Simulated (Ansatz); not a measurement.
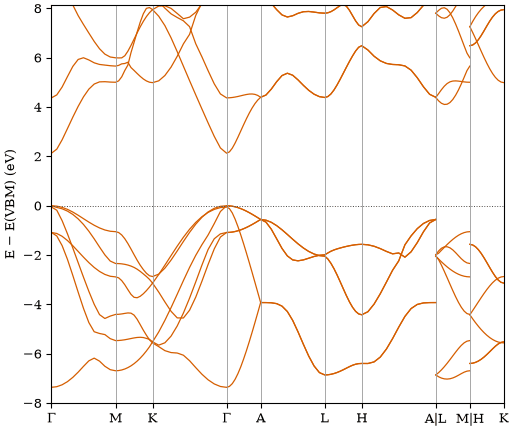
*Band structure from LDA in the plane-wave PAW code Ansatz*

Task: Read off the gap and where the band edges lie.

Result: About 2.1 eV (2.13 eV by a search for the band edges); maximum at Γ, minimum at Γ.

The material is GaN (wurtzite, space group No. 186).

Space group P6_3mc (wurtzite). Symmetry was held in the LDA relaxation; phonons on a q-mesh show no instability. Scalar-relativistic: spin–orbit coupling is off unless named, which matters more the heavier the elements.

Potentials: the later of the program's two PAW sets.
